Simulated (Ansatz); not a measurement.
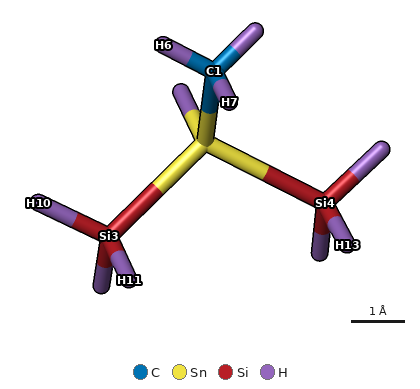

The structure as given in the input (stick view, seen at a tilt; atoms are numbered from 1 in the order of the input). Sticks mark near contacts.

# Run report: CH$_{10}$Si$_{2}$Sn, nudged elastic band

- system: CH$_{10}$Si$_{2}$Sn, SMILES [CH3][SnH]([SiH3])[SiH3]
- method: RKS PBE-D4/def2-SVP (Ansatz 0.2.0)

It belongs to a series of runs on one base structure; here: band between the two ends. Figures and captions count atoms from 1; the log counts them from 0 in places.

### What the program printed
```
Engine: ansatz 0.2.0, x86_64-unknown-linux-gnu
Functional definition: PBE
  parameter kappa = 0.804
  parameter beta = 0.06672455060314922
  exchange = pbe_x(kappa = kappa, mu = beta*pi^2/3)
  correlation = pbe_c(beta = beta)
1421 factors; their error is unknown
mean field evaluation 1: about -22762.0402 eV, gradient 5.5e1 eV
mean field evaluation 2: about -22747.1729 eV, gradient 8.2e1 eV
mean field evaluation 4: about -22770.1252 eV, gradient 5.0e0 eV
mean field evaluation 8: about -22770.2273 eV, gradient 7.7e-2 eV
mean field evaluation 16: about -22770.1495 eV, gradient 4.9e-5 eV
mean field -22770.14947652 eV, -836.7875591005 hartree, gradient 4.9e-5 eV, S^2 0.000000; 0 other end points of the search recorded, 0 dependent functions left out
the calculation of the forces begins
reference -22770.14952496 eV, -836.7875608808 hartree; 33, 33 occupied and 93, 93 virtual orbitals, 1421 factors
1421 factors; their error is unknown
mean field evaluation 32: about -22770.1496 eV, gradient 3.7e-4 eV
mean field -22770.14962035 eV, -836.7875643861 hartree, gradient 4.9e-5 eV, S^2 0.000000; 0 other end points of the search recorded, 0 dependent functions left out
[... from here on the field's lines of each further geometry are left out, up to the last ...]
NEB iter   1: max|band force component| = 9.380e-1 eV/Å  barrier→ = 0.0781 eV  barrier← = 0.0781 eV  Δτ_max = 0.1260 Å  (225 SCF iters)
NEB iter   2: max|band force component| = 2.024e-1 eV/Å  barrier→ = 0.0340 eV  barrier← = 0.0340 eV  CI = image 4  Δτ_max = 0.0567 Å  (188 SCF iters)
NEB iter   3: max|band force component| = 6.913e-2 eV/Å  barrier→ = 0.0218 eV  barrier← = 0.0218 eV  CI = image 4  Δτ_max = 0.0234 Å  (193 SCF iters)
NEB iter   4: max|band force component| = 4.655e-2 eV/Å  barrier→ = 0.0203 eV  barrier← = 0.0203 eV  CI = image 4  Δτ_max = 0.0084 Å  (196 SCF iters)
the calculation of the forces begins
reference -22770.14620827 eV, -836.7874389945 hartree; 33, 33 occupied and 93, 93 virtual orbitals, 1421 factors
1421 factors; their error is unknown
mean field -22770.12953967 eV, -836.7868264347 hartree, gradient 2.7e-5 eV, S^2 0.000000; 1 other end points of the search recorded, 0 dependent functions left out
the calculation of the forces begins
reference -22770.12958819 eV, -836.7868282179 hartree; 33, 33 occupied and 93, 93 virtual orbitals, 1421 factors
NEB iter   5: max|band force component| = 1.382e-2 eV/Å  barrier→ = 0.0200 eV  barrier← = 0.0200 eV  CI = image 4  Δτ_max = 0.0000 Å  (325 SCF iters)
```

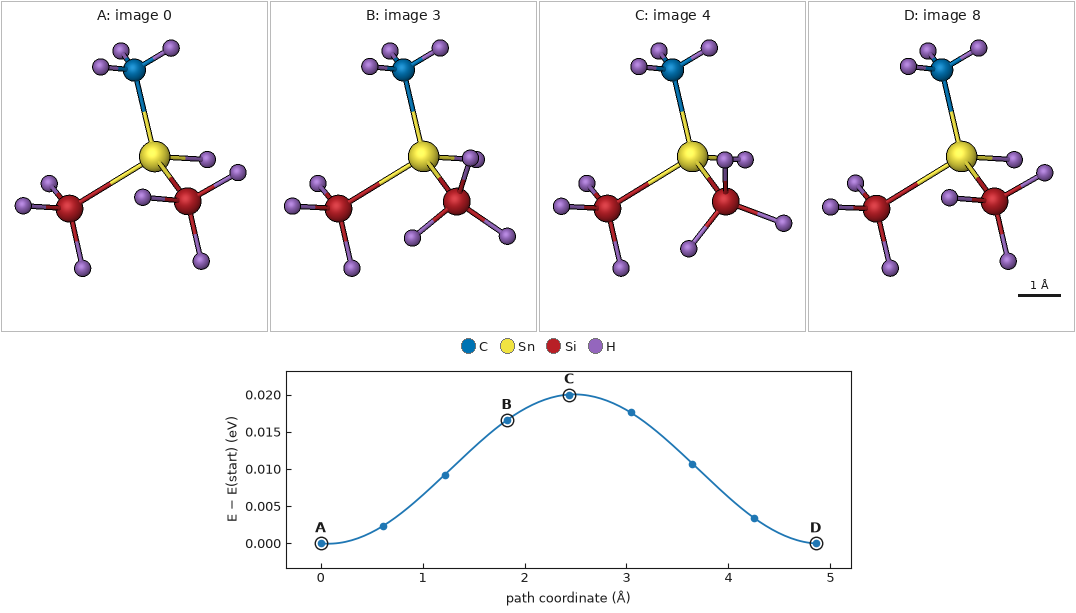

Images of the last band (counted from 0; ball-and-stick, seen at a tilt) above the energy along the path; the line is a cubic interpolation that uses the forces. The highest image is number 4, 0.020 eV above the start and 0.020 eV above the end (the climbing image); start and end have the same energy. The path is 4.86 Å long. The band converged in 5 iterations.

```
Total energy: -22770.44939882 eV, -836.7985810419 hartree
Atom 0 at    -1.334410     1.560101    -0.813436 Å, force     0.003535     0.013829     0.007615 eV/Å
Atom 1 at    -0.334217     0.186577     0.554184 Å, force     0.000181    -0.000914     0.002540 eV/Å
Atom 2 at     2.205536     0.679284     0.612532 Å, force    -0.001188    -0.000654    -0.001389 eV/Å
Atom 3 at    -0.743020    -2.270019    -0.177198 Å, force    -0.002194    -0.010030     0.000731 eV/Å
Atom 4 at    -2.420771     1.349590    -0.821733 Å, force    -0.000988    -0.003031    -0.003416 eV/Å
Atom 5 at    -1.166823     2.602934    -0.482170 Å, force    -0.000421    -0.007851    -0.002074 eV/Å
Atom 6 at    -0.928867     1.431152    -1.834654 Å, force    -0.001587    -0.003461    -0.002611 eV/Å
Atom 7 at    -0.997289     0.427639     2.141162 Å, force    -0.000904     0.002777    -0.000035 eV/Å
Atom 8 at     2.905442    -0.244038     1.574790 Å, force     0.000750    -0.000322     0.000302 eV/Å
Atom 9 at     2.480952     2.100420     1.031494 Å, force    -0.000728     0.000377     0.000023 eV/Å
Atom 10 at     2.798814     0.470102    -0.756703 Å, force     0.001258     0.000199    -0.000465 eV/Å
Atom 11 at    -1.449472    -3.049560     0.901023 Å, force     0.002651     0.001797    -0.004599 eV/Å
Atom 12 at     0.562227    -2.960430    -0.477453 Å, force    -0.004521     0.003728    -0.001147 eV/Å
Atom 13 at    -1.590900    -2.312953    -1.423037 Å, force     0.004155     0.003554     0.004524 eV/Å
Dipole moment:    -0.099712     0.121736    -0.092053 e Å
this run last wrote the band of iteration 5 to [file]
```

### The last band as extended XYZ (Å, eV, eV/Å)
```
14
Properties=species:S:1:pos:R:3:forces:R:3 image=0 energy=-22770.46937
C    -0.8222    1.6032   -1.2659   -0.0029   0.0032  -0.0011
Sn   -0.4677    0.2623    0.4176    0.0009  -0.0003  -0.0025
Si    1.9717    0.5043    1.2477    0.0035   0.0019  -0.0006
Si   -0.9147   -2.1853   -0.2951   -0.0013  -0.0027  -0.0028
H    -1.8687    1.4974   -1.6099    0.0014   0.0013  -0.0014
H    -0.6453    2.6494   -0.9512    0.0006  -0.0004  -0.0013
H    -0.1366    1.3501   -2.0967   -0.0006  -0.0007   0.0025
H    -1.5581    0.6992    1.6969    0.0001  -0.0025   0.0045
H     2.2364   -0.4074    2.4169   -0.0024  -0.0003  -0.0007
H     2.2655    1.9199    1.6731   -0.0011  -0.0003  -0.0005
H     2.9265    0.1402    0.1403    0.0009  -0.0005   0.0011
H    -0.6603   -3.1354    0.8454    0.0000   0.0020   0.0012
H    -0.0015   -2.5600   -1.4336    0.0003  -0.0014   0.0013
H    -2.3378   -2.3672   -0.7565    0.0006   0.0007   0.0002
14
Properties=species:S:1:pos:R:3:forces:R:3 image=1 energy=-22770.46706
C    -0.9626    1.6028   -1.1701    0.0003   0.0038   0.0032
Sn   -0.4404    0.2441    0.4546    0.0004  -0.0010  -0.0013
Si    2.0495    0.5398    1.0968   -0.0016  -0.0002   0.0005
Si   -0.8746   -2.2063   -0.2601   -0.0008  -0.0055  -0.0019
H    -2.0306    1.4741   -1.4300    0.0004  -0.0009  -0.0020
H    -0.7874    2.6482   -0.8517    0.0010  -0.0020  -0.0007
H    -0.3409    1.3819   -2.0582    0.0014  -0.0005  -0.0015
H    -1.4400    0.6264    1.8227   -0.0012   0.0007  -0.0004
H     2.4265   -0.3805    2.2277    0.0001  -0.0003   0.0010
H     2.3421    1.9564    1.5190   -0.0013   0.0003   0.0004
H     2.9219    0.2133   -0.0876    0.0012   0.0001   0.0006
H    -0.8627   -3.1252    0.9332    0.0045   0.0027  -0.0026
H     0.1950   -2.6639   -1.2179   -0.0056   0.0025  -0.0013
H    -2.2085   -2.3402   -0.9495    0.0012   0.0002   0.0060
14
Properties=species:S:1:pos:R:3:forces:R:3 image=2 energy=-22770.46014
C    -1.0961    1.5957   -1.0604    0.0014   0.0077   0.0049
Sn   -0.4085    0.2245    0.4904    0.0002  -0.0013   0.0003
Si    2.1154    0.5819    0.9384   -0.0023  -0.0003   0.0010
Si   -0.8322   -2.2293   -0.2286   -0.0012  -0.0076  -0.0013
H    -2.1777    1.4401   -1.2359    0.0007  -0.0022  -0.0035
H    -0.9251    2.6399   -0.7358    0.0011  -0.0043  -0.0020
H    -0.5425    1.4095   -1.9999    0.0015  -0.0014  -0.0027
H    -1.3067    0.5575    1.9391   -0.0021   0.0014  -0.0008
H     2.6067   -0.3442    2.0197    0.0004  -0.0005   0.0012
H     2.4038    1.9997    1.3595   -0.0014   0.0003   0.0008
H     2.8978    0.2966   -0.3175    0.0011   0.0003   0.0006
H    -1.0656   -3.1099    0.9709    0.0074   0.0021  -0.0027
H     0.3562   -2.7674   -0.9829   -0.0069   0.0048  -0.0044
H    -2.0383   -2.3238   -1.1281    0.0000   0.0011   0.0085
14
Properties=species:S:1:pos:R:3:forces:R:3 image=3 energy=-22770.45279
C    -1.2193    1.5821   -0.9417    0.0025   0.0115   0.0064
Sn   -0.3732    0.2052    0.5231    0.0003  -0.0012   0.0019
Si    2.1672    0.6282    0.7779   -0.0019  -0.0005   0.0003
Si   -0.7887   -2.2511   -0.2018   -0.0018  -0.0092   0.0001
H    -2.3069    1.3998   -1.0339    0.0003  -0.0031  -0.0041
H    -1.0504    2.6253   -0.6122    0.0005  -0.0065  -0.0025
H    -0.7375    1.4267   -1.9254    0.0002  -0.0025  -0.0032
H    -1.1595    0.4914    2.0449   -0.0019   0.0021  -0.0005
H     2.7649   -0.2990    1.8031    0.0007  -0.0005   0.0009
H     2.4496    2.0475    1.1984   -0.0010   0.0002   0.0006
H     2.8575    0.3823   -0.5388    0.0010   0.0002   0.0003
H    -1.2651   -3.0851    0.9585    0.0062   0.0016  -0.0028
H     0.4792   -2.8676   -0.7338   -0.0055   0.0051  -0.0044
H    -1.8306   -2.3150   -1.2896    0.0005   0.0027   0.0070
14
Properties=species:S:1:pos:R:3:forces:R:3 image=4 energy=-22770.44935
C    -1.3344    1.5601   -0.8134    0.0035   0.0138   0.0076
Sn   -0.3342    0.1866    0.5542    0.0002  -0.0009   0.0025
Si    2.2055    0.6793    0.6125   -0.0012  -0.0007  -0.0014
Si   -0.7430   -2.2700   -0.1772   -0.0022  -0.0100   0.0007
H    -2.4208    1.3496   -0.8217   -0.0010  -0.0030  -0.0034
H    -1.1668    2.6029   -0.4822   -0.0004  -0.0079  -0.0021
H    -0.9289    1.4312   -1.8347   -0.0016  -0.0035  -0.0026
H    -0.9973    0.4276    2.1412   -0.0009   0.0028   0.0000
H     2.9054   -0.2440    1.5748    0.0008  -0.0003   0.0003
H     2.4810    2.1004    1.0315   -0.0007   0.0004   0.0000
H     2.7988    0.4701   -0.7567    0.0013   0.0002  -0.0005
H    -1.4495   -3.0496    0.9010    0.0027   0.0018  -0.0046
H     0.5622   -2.9604   -0.4775   -0.0045   0.0037  -0.0011
H    -1.5909   -2.3130   -1.4230    0.0042   0.0036   0.0045
14
Properties=species:S:1:pos:R:3:forces:R:3 image=5 energy=-22770.45177
C    -1.4383    1.5315   -0.6786    0.0031   0.0112   0.0070
Sn   -0.2930    0.1693    0.5825    0.0002  -0.0011   0.0015
Si    2.2290    0.7326    0.4453   -0.0010  -0.0012  -0.0034
Si   -0.6952   -2.2859   -0.1542   -0.0023  -0.0096   0.0010
H    -2.5160    1.2915   -0.6042   -0.0019  -0.0020  -0.0015
H    -1.2725    2.5743   -0.3466   -0.0010  -0.0062  -0.0009
H    -1.1118    1.4262   -1.7305   -0.0023  -0.0037  -0.0012
H    -0.8271    0.3691    2.2230    0.0004   0.0023   0.0008
H     3.0254   -0.1818    1.3386    0.0011   0.0000  -0.0003
H     2.4976    2.1560    0.8610   -0.0010   0.0005  -0.0006
H     2.7204    0.5558   -0.9681    0.0018   0.0003  -0.0011
H    -1.6103   -3.0031    0.8038   -0.0007   0.0035  -0.0068
H     0.6049   -3.0445   -0.2203   -0.0045   0.0026   0.0029
H    -1.3261   -2.3201   -1.5229    0.0080   0.0035   0.0025
14
Properties=species:S:1:pos:R:3:forces:R:3 image=6 energy=-22770.45863
C    -1.5296    1.4976   -0.5383    0.0027   0.0074   0.0057
Sn   -0.2500    0.1535    0.6081   -0.0003  -0.0012   0.0001
Si    2.2375    0.7869    0.2783   -0.0011  -0.0015  -0.0040
Si   -0.6450   -2.2985   -0.1340   -0.0019  -0.0082   0.0004
H    -2.5912    1.2275   -0.3818   -0.0021  -0.0010   0.0001
H    -1.3654    2.5408   -0.2071   -0.0009  -0.0039   0.0002
H    -1.2854    1.4126   -1.6141   -0.0021  -0.0028  -0.0002
H    -0.6538    0.3153    2.2896    0.0011   0.0018   0.0011
H     3.1253   -0.1148    1.0950    0.0013   0.0003  -0.0007
H     2.4997    2.2125    0.6902   -0.0014   0.0005  -0.0007
H     2.6212    0.6392   -1.1712    0.0020   0.0005  -0.0015
H    -1.7431   -2.9458    0.6695   -0.0016   0.0042  -0.0078
H     0.6079   -3.1184    0.0326   -0.0050   0.0017   0.0048
H    -1.0409   -2.3376   -1.5879    0.0094   0.0022   0.0024
14
Properties=species:S:1:pos:R:3:forces:R:3 image=7 energy=-22770.46596
C    -1.6085    1.4603   -0.3900    0.0017   0.0038   0.0037
Sn   -0.2050    0.1383    0.6305   -0.0004  -0.0012  -0.0009
Si    2.2305    0.8429    0.1102   -0.0010  -0.0012  -0.0026
Si   -0.5917   -2.3102   -0.1182   -0.0013  -0.0059  -0.0003
H    -2.6462    1.1589   -0.1515   -0.0013  -0.0003   0.0007
H    -1.4457    2.5035   -0.0583   -0.0004  -0.0016   0.0005
H    -1.4508    1.3952   -1.4832   -0.0010  -0.0013   0.0001
H    -0.4776    0.2648    2.3413    0.0008   0.0011   0.0009
H     3.2060   -0.0425    0.8402    0.0011   0.0003  -0.0008
H     2.4864    2.2706    0.5189   -0.0016   0.0003  -0.0003
H     2.4990    0.7226   -1.3675    0.0014   0.0006  -0.0014
H    -1.8395   -2.8833    0.5028    0.0000   0.0035  -0.0058
H     0.5739   -3.1817    0.2704   -0.0044   0.0014   0.0033
H    -0.7437   -2.3686   -1.6166    0.0065   0.0005   0.0029
14
Properties=species:S:1:pos:R:3:forces:R:3 image=8 energy=-22770.46939
C    -1.4304    1.5184   -0.7258   -0.0018   0.0022  -0.0034
Sn   -0.3040    0.1799    0.5768    0.0000   0.0002   0.0034
Si    2.2226    0.7317    0.4666   -0.0017   0.0005  -0.0014
Si   -0.6907   -2.2808   -0.1265    0.0004   0.0011  -0.0005
H    -2.5092    1.2825   -0.6538   -0.0007   0.0010  -0.0031
H    -1.2645    2.5669   -0.4129    0.0005   0.0013  -0.0017
H    -1.0973    1.3920   -1.7734    0.0007  -0.0013   0.0054
H    -0.8693    0.4101    2.2034    0.0034  -0.0043  -0.0005
H     3.0045   -0.1599    1.3951    0.0005   0.0002  -0.0002
H     2.4861    2.1651    0.8497   -0.0005   0.0001   0.0002
H     2.7350    0.5186   -0.9343    0.0001   0.0005   0.0005
H    -2.1498   -2.6492   -0.0484   -0.0006   0.0003  -0.0001
H     0.0847   -3.2199    0.7593   -0.0005  -0.0006   0.0005
H    -0.2307   -2.4846   -1.5469    0.0000  -0.0013   0.0008
```

This output came from the following input.

### The input
```yaml
crystal:
  periodic: [false, false, false]
  atoms:
    - { symbol: C, position_ang: [-0.822168, 1.603231, -1.265878] }
    - { symbol: Sn, position_ang: [-0.467695, 0.262288, 0.417644] }
    - { symbol: Si, position_ang: [1.971725, 0.504348, 1.24768] }
    - { symbol: Si, position_ang: [-0.914736, -2.185266, -0.295087] }
    - { symbol: H, position_ang: [-1.868709, 1.49737, -1.609936] }
    - { symbol: H, position_ang: [-0.645274, 2.649407, -0.95123] }
    - { symbol: H, position_ang: [-0.136643, 1.350111, -2.096714] }
    - { symbol: H, position_ang: [-1.558118, 0.699173, 1.696879] }
    - { symbol: H, position_ang: [2.236441, -0.407364, 2.416851] }
    - { symbol: H, position_ang: [2.265463, 1.919901, 1.673137] }
    - { symbol: H, position_ang: [2.926488, 0.140207, 0.140251] }
    - { symbol: H, position_ang: [-0.660259, -3.135387, 0.845394] }
    - { symbol: H, position_ang: [-0.001535, -2.560006, -1.433643] }
    - { symbol: H, position_ang: [-2.33778, -2.367213, -0.756548] }
basis:
  gaussian: { orbitals: def2-SVP }
hamiltonian:
  xc: pbe
  dispersion: d4
neb:
  order_check: false
  images: 7
  f_tol: 0.03
  max_iterations: 60
  initial_path: idpp
  final_atoms:
    - { symbol: C, position_ang: [-0.97863759, 1.6217174, -1.13477862] }
    - { symbol: Sn, position_ang: [-0.4317837, 0.23982522, 0.46160086] }
    - { symbol: Si, position_ang: [2.06793679, 0.5158086, 1.07434511] }
    - { symbol: Si, position_ang: [-0.88415612, -2.19894143, -0.27812545] }
    - { symbol: H, position_ang: [-2.05314344, 1.50475554, -1.37251608] }
    - { symbol: H, position_ang: [-0.7885813, 2.66135417, -0.80656827] }
    - { symbol: H, position_ang: [-0.37833041, 1.4079005, -2.03940191] }
    - { symbol: H, position_ang: [-1.40578331, 0.61057321, 1.85158922] }
    - { symbol: H, position_ang: [2.44496289, -0.40486816, 2.20502063] }
    - { symbol: H, position_ang: [2.3754377, 1.93103864, 1.49085539] }
    - { symbol: H, position_ang: [2.92941313, 0.17905477, -0.11515694] }
    - { symbol: H, position_ang: [-2.33758427, -2.407031, -0.61726499] }
    - { symbol: H, position_ang: [-0.50660466, -3.16842596, 0.81076449] }
    - { symbol: H, position_ang: [-0.06594571, -2.52196151, -1.50156342] }
```

Run as:
```bash
ansatz run input.yaml --threads 2 --pin off --max-ram 3072MiB --backend cpu --events-out ev --progress --plain --runs-dir out
```

### Summary

- outcome: converged
- barrier, forward: 0.020 eV
- barrier, backward: 0.020 eV
- hardware: 2 threads of Intel Xeon (Emerald Rapids), 16 GiB of memory available, shared host
- wall time: 74 s (CPU time 2.4 min)
- peak memory: 0.2 GiB

### Remarks

The order of the saddle point was not checked.
